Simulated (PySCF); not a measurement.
# MoNOH: triplet, from a linear start

The task is one start of a wider search on MoNOH: the triplet, from a linear start. It is relaxed, tested by its Hessian and followed downhill if it is a saddle.

Computed with PySCF 2.14.0. Level: PBE0, basis Mo def2-TZVP with ECP28, N def2-TZVP, O def2-TZVP, H def2-TZVP, scalar-relativistic core potentials, no spin–orbit coupling, density fitting.

## Step 1: The system as given

4 atoms, charge 0, spin multiplicity 3.

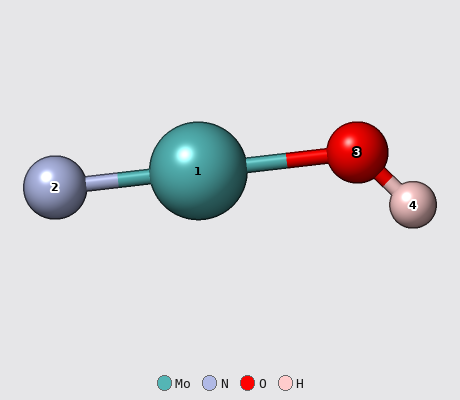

Start geometry, drawn with molybdenum teal, nitrogen light blue, oxygen red, hydrogen pink; atoms are numbered from 1 in the order of the file.

Coordinates in bohr (charge 0 multiplicity 3):
```
Mo    0.0000    0.0000    0.0000
N     0.0000    0.0000    3.4204
O     0.0000    0.0000   -3.7983
H     1.3897    0.0000   -4.9645
```

## Step 2: Finding the electronic state

One driver script runs all steps and calls PySCF; scf.py shows how it sets up the SCF of each step. The optimiser is the driver's own. After this first run the driver tries any further starts and a stability analysis.

The input, scf.py:

```python
from pyscf import gto, scf, dft
mol = gto.M(atom='''
Mo     0.000000     0.000000     0.000000
N      0.000000     0.000000     1.810000
O      0.000000     0.000000    -2.010000
H      0.735400     0.000000    -2.627100''',
    basis={'Mo': 'def2-TZVP', 'N': 'def2-TZVP', 'O': 'def2-TZVP', 'H': 'def2-TZVP'},
    ecp={'Mo': 'def2-TZVP'},
    charge=0, spin=2)
mf = dft.UKS(mol, xc='PBE0')
mf.grids.atom_grid = (50, 194)
aux = {'Mo': 'def2-universal-JKFIT', 'N': 'def2-universal-JKFIT', 'O': 'def2-universal-JKFIT', 'H': 'def2-universal-JKFIT'}
mf = mf.density_fit(auxbasis=aux)
mf.conv_tol = 1e-08
mf.diis_space = 10
mf.max_cycle = 60
mf.init_guess = 'minao'
mf.verbose = 4
mf.kernel()
```

Run with:

```
> OMP_NUM_THREADS=4 python axn.py task.json out
```

The program printed:

```text
init E= -191.955622000659
[... the frontier-level lines of each cycle are left out ...]
cycle= 1 E= -198.405677773485  delta_E= -6.45  |g|= 0.692  |ddm|= 3.09
cycle= 2 E= -197.28583544696  delta_E= 1.12  |g|= 1.66  |ddm|= 1.43
cycle= 3 E= -198.564949974466  delta_E= -1.28  |g|= 0.276  |ddm|= 1.16
cycle= 4 E= -198.556654061992  delta_E= 0.0083  |g|= 0.336  |ddm|= 0.315
cycle= 5 E= -198.582120809127  delta_E= -0.0255  |g|= 0.237  |ddm|= 0.269
cycle= 6 E= -198.606856580152  delta_E= -0.0247  |g|= 0.0187  |ddm|= 0.116
cycle= 7 E= -198.608345129588  delta_E= -0.00149  |g|= 0.022  |ddm|= 0.0613
cycle= 8 E= -198.610406888075  delta_E= -0.00206  |g|= 0.0171  |ddm|=  0.1
cycle= 9 E= -198.611893300764  delta_E= -0.00149  |g|= 0.0102  |ddm|= 0.154
cycle= 10 E= -198.611976685285  delta_E= -8.34e-05  |g|= 0.00202  |ddm|= 0.0178
cycle= 11 E= -198.611989376946  delta_E= -1.27e-05  |g|= 0.00122  |ddm|= 0.0106
cycle= 12 E= -198.61199405546  delta_E= -4.68e-06  |g|= 0.00109  |ddm|= 0.0119
cycle= 13 E= -198.611995658725  delta_E= -1.6e-06  |g|= 0.000376  |ddm|= 0.00323
cycle= 14 E= -198.611996317464  delta_E= -6.59e-07  |g|= 0.000151  |ddm|= 0.00307
cycle= 15 E= -198.611996394232  delta_E= -7.68e-08  |g|= 6.92e-05  |ddm|= 0.00174
cycle= 16 E= -198.611996404534  delta_E= -1.03e-08  |g|= 1.08e-05  |ddm|= 0.000348
cycle= 17 E= -198.611996404721  delta_E= -1.87e-10  |g|= 5.54e-06  |ddm|= 4.81e-05
Extra cycle  E= -198.611996404698  delta_E= 2.33e-11  |g|= 1.62e-05  |ddm|= 1.91e-05
converged SCF energy = -198.611996404698  <S^2> = 2.6193058  2S+1 = 3.387805
```

This step, with its further starts and checks, ran for 13 s (4 threads of Arm Neoverse V2, shared host).

Energies from each starting density:

```
                      start  energy (Eh)
    the minimal-basis guess  -198.611996
a thermally smeared density  -198.611996
      a smeared PBE density  -198.611996
```

No lower solution of this spin turned up from the other starts or in the test of internal stability.

## Step 3: Relaxing the triplet from the linear start

The program finds Cs symmetry in the start, which this walk keeps.

scf.py, as its differences from that of step 2:

```diff
@@ -3,4 +3,4 @@
-Mo     0.000000     0.000000     0.000000
-N      0.000000     0.000000     1.810000
-O      0.000000     0.000000    -2.010000
-H      0.735400     0.000000    -2.627100''',
+Mo    -0.005749     0.000000     0.073321
+N     -0.005749     0.000000     1.883321
+O     -0.005749     0.000000    -1.936679
+H      0.729651     0.000000    -2.553779''',
@@ -17 +16,0 @@
-mf.init_guess = 'minao'
```

Energy and gradient, step by step:

```
step  energy (Eh)  change (kJ/mol)  largest symmetric gradient (Eh/bohr)
   0  -198.611996             0.00                               0.10636
   1  -198.634380           -58.77                               0.02770
   2  -198.637463           -66.86                               0.02656
   3  -198.643258           -82.08                               0.03106
   4  -198.645271           -87.36                               0.02545
   5  -198.647718           -93.79                               0.02535
   6  -198.650178          -100.25                               0.02587
   7  -198.651309          -103.22                               0.02661
   8  -198.654085          -110.50                               0.02116
   9  -198.656607          -117.13                               0.01185
  10  -198.657225          -118.75                               0.02807
  11  -198.658214          -121.35                               0.03350
  12  -198.659165          -123.84                               0.01643
  13  -198.660592          -127.59                               0.01075
  14  -198.661050          -128.79                               0.01691
  15  -198.661595          -130.22                               0.01178
  16  -198.661928          -131.10                               0.00186
  17  -198.661964          -131.19                               0.00319
  18  -198.661977          -131.22                               0.00080
  19  -198.661978          -131.23                               0.00033
  20  -198.661979          -131.23                               0.00010
```

The walk took 46 s.

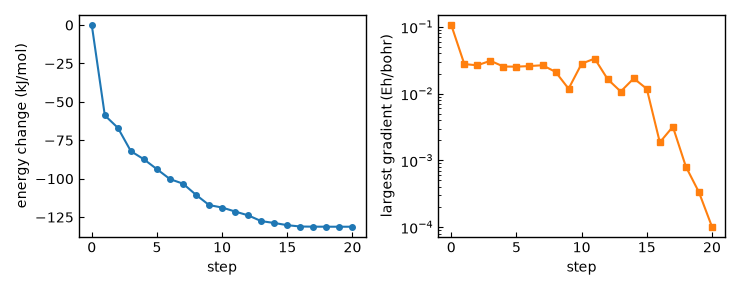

Energy and largest gradient along the walk.

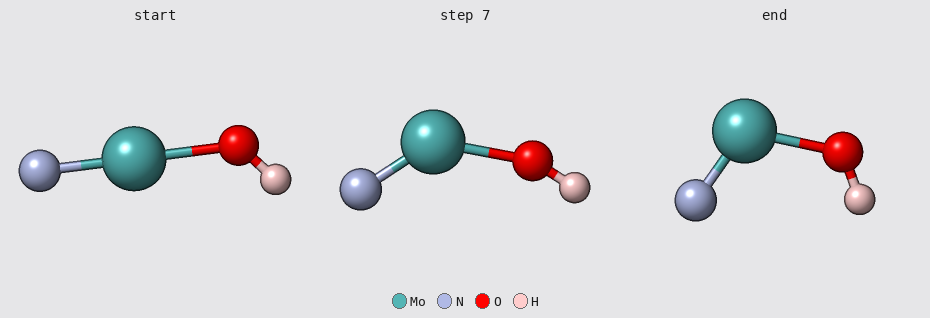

Start and end of the relaxation, with a step between.

It settles in Cs symmetry, 131.2 kJ/mol below the start, after 20 steps: Mo–N 1.622 Å, Mo–O 1.914 Å, O–H 0.959 Å; H–O–Mo 121.8°, N–Mo–O 112.9°.

## Step 4: Is it a minimum? Harmonic modes

The point is checked on the finer grid, and tightened if its gradient asks for it. The Hessian and the dipole derivatives come from central differences of analytic gradients, with steps of 0.02 bohr.

scf.py, as its differences from that of step 3:

```diff
@@ -3,4 +3,4 @@
-Mo    -0.005749     0.000000     0.073321
-N     -0.005749     0.000000     1.883321
-O     -0.005749     0.000000    -1.936679
-H      0.729651     0.000000    -2.553779''',
+Mo    -0.221817     0.000000     0.120659
+N      0.975440     0.000000     1.214782
+O      0.417780     0.000000    -1.683123
+H      1.354522     0.000000    -1.886648''',
@@ -11 +11 @@
-mf.grids.atom_grid = (50, 194)
+mf.grids.atom_grid = (75, 302)
@@ -14 +14 @@
-mf.conv_tol = 1e-08
+mf.conv_tol = 1e-10
```

This SCF starts from the last density.

SCF at the final geometry:

```text
init E= -198.661932342993
[... the frontier-level lines of each cycle are left out ...]
cycle= 1 E= -198.661932342901  delta_E= 9.23e-11  |g|= 1.67e-05  |ddm|= 1.36e-05
cycle= 2 E= -198.661932341353  delta_E= 1.55e-09  |g|= 6.41e-05  |ddm|= 3.89e-05
cycle= 3 E= -198.661932343012  delta_E= -1.66e-09  |g|= 3.17e-06  |ddm|= 3.13e-05
cycle= 4 E= -198.661932343016  delta_E= -3.98e-12  |g|= 5.81e-07  |ddm|= 2.16e-06
Extra cycle  E= -198.661932343017  delta_E= -7.39e-13  |g|= 1.04e-06  |ddm|= 2.71e-06
converged SCF energy = -198.661932343017  <S^2> = 2.0394501  2S+1 = 3.0261858
```

The whole step took 69 s.

Geometry: Cs; Mo–N 1.622 Å, Mo–O 1.914 Å, O–H 0.959 Å; H–O–Mo 121.8°, N–Mo–O 112.9°.

Modes, for the most abundant isotopes:

```json
{"symmetry": "a'", "ω (cm⁻¹)": "223", "IR (km/mol)": "7.7", "μ (u)": "7.09"}
{"symmetry": "a''", "ω (cm⁻¹)": "364", "IR (km/mol)": "116", "μ (u)": "1.16"}
{"symmetry": "a'", "ω (cm⁻¹)": "630", "IR (km/mol)": "292", "μ (u)": "4.01"}
{"symmetry": "a'", "ω (cm⁻¹)": "697", "IR (km/mol)": "12.4", "μ (u)": "1.42"}
{"symmetry": "a'", "ω (cm⁻¹)": "1145", "IR (km/mol)": "87.7", "μ (u)": "15.63"}
{"symmetry": "a'", "ω (cm⁻¹)": "3915", "IR (km/mol)": "158", "μ (u)": "1.07"}
```

No imaginary mode, so this is a minimum.

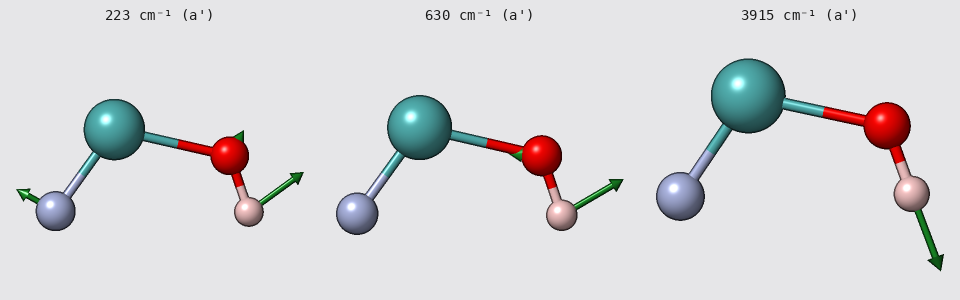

How the atoms move in 3 of the modes.

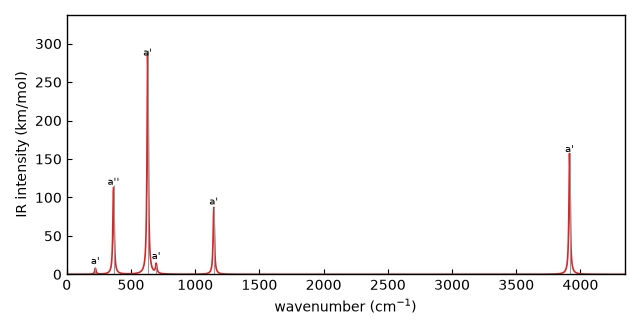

The harmonic infrared spectrum (widths in cm⁻¹). Lines are broadened to a width of 12 cm⁻¹ (Lorentzian).

Properties at this point:

| Property | Result |
| --- | --- |
| Dipole moment | 2.82 D |
| Highest occupied level | -5.98 eV |
| Lowest empty level | -2.85 eV |
| Rotational constants | 0.74, 0.2375, 0.1798 cm⁻¹ |
| Zero-point energy | 41.7 kJ/mol |
| Principal polarisabilities | 51.2, 55.5, 55.6 bohr³ |
| Atomisation energy without zero-point energy | 1297 kJ/mol |
| Principal traceless quadrupole moments about the centre of mass | -10.99, -0.25, 11.24 D Å |
| Entropy at 298.15 K and 1 bar (electronic part: spin only) | 292.6 J/(mol K) |
| Heat capacity Cp at 298.15 K | 55.8 J/(mol K) |
| Enthalpy at 298.15 K above 0 K | 12.94 kJ/mol |
| Rotational symmetry number | 1 |
| Spin squared ⟨S²⟩ | 2.039 |

Populations by atom (charges in e):

```
atom  Mulliken  Löwdin  polar tensor  spin (Mulliken)  Mayer order to Mo1
 Mo1      0.93    0.50          1.24             2.25                   –
  N2     -0.50   -0.30         -0.62            -0.29                2.86
  O3     -0.77   -0.37         -0.93             0.04                0.94
  H4      0.35    0.16          0.31             0.00                0.01
```

Mulliken populations on Mo1 (outside its core potential): s 2.41, p 6.17, d 4.45, f 0.04.

## Step 5: Summary of results

| quantity | value |
| --- | --- |
| minimum | triplet, Cs |
| geometry | Mo–N 1.622 Å, Mo–O 1.914 Å, O–H 0.959 Å; H–O–Mo 121.8°, N–Mo–O 112.9° |
| wavenumbers (cm⁻¹) | 223 (a'), 364 (a''), 630 (a'), 697 (a'), 1145 (a'), 3915 (a') |
| dipole moment | 2.82 D |
| highest occupied, lowest empty level (either spin) | -5.98, -2.85 eV |
| polar-tensor charge of Mo1 | +1.24 e |
| zero-point energy | 41.7 kJ/mol |
| entropy at 298.15 K | 292.6 J/(mol K) |
| atomisation energy (no zero-point energy) | 1297 kJ/mol |
| ⟨S²⟩ | 2.039 |

What this shows: The linear start keeps its Cs symmetry and ends in a minimum. In the infrared the band at 630 cm⁻¹ (a') leads. Most of the spin sits on Mo1 (Mulliken spin 2.25, against 2 for the whole molecule). Other starts or spin states, not run here, may lie lower. One determinant may miss the lowest occupation of an open d or f shell.

The search up to here took 2.1 min.
